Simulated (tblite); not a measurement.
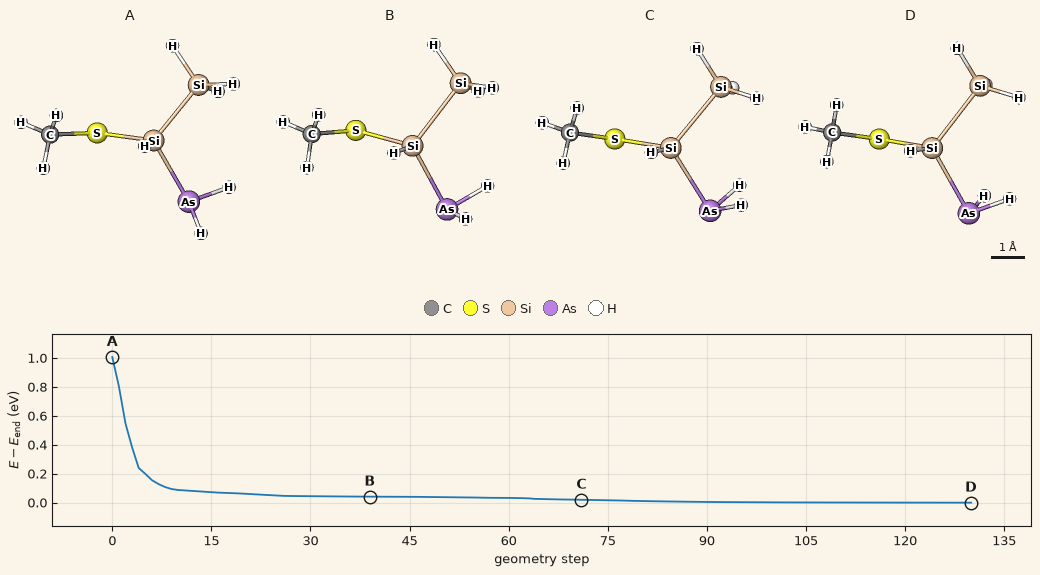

Frames of a relaxation of CH$_{9}$AsSSi$_{2}$ (charge +1, multiplicity 2), marked on the history of the run. Style: ball-and-stick. Shown face on.

Theory: GFN2-xTB geometry optimisation, gas phase in tblite 0.8.0. 

What happens along the run?

Answer. The energy falls by 1.007 eV in 130 geometry steps. The atom that moves furthest after the best rigid fit is an H atom (1.40 Å). Largest moves by element: H 1.40 Å, As 0.49 Å, Si 0.27 Å, S 0.22 Å, C 0.13 Å. Among the contacts that change: Si–Si 2.246 → 2.471 Å, As–Si 2.320 → 2.390 Å, As–H 1.562 → 1.498 Å, S–Si 2.120 → 2.163 Å. Bond angles that change, for instance: H–As–H 111.8° → 90.6°, Si–As–H 112.6° → 92.3°, Si–As–H 108.5° → 93.0°. Groups turn about Si–Si by about 30°. From step 0 to 39: an H atom moves most (0.47 Å), energy −0.965 eV. From step 39 to 71: an H atom moves most (0.65 Å), energy −0.022 eV. From step 71 to 130: an H atom moves most (0.59 Å), energy −0.020 eV.

```csv
step,"E − E(0), eV"
0,0.0000
1,-0.2025
2,-0.4593
3,-0.6244
4,-0.7672
5,-0.8074
6,-0.8512
7,-0.8781
8,-0.8988
9,-0.9128
10,-0.9191
16,-0.9372
23,-0.9526
29,-0.9615
35,-0.9640
42,-0.9656
48,-0.9674
54,-0.9702
61,-0.9743
67,-0.9839
73,-0.9880
79,-0.9944
86,-0.9995
92,-1.0027
98,-1.0046
105,-1.0053
111,-1.0057
117,-1.0063
124,-1.0066
130,-1.0068
```
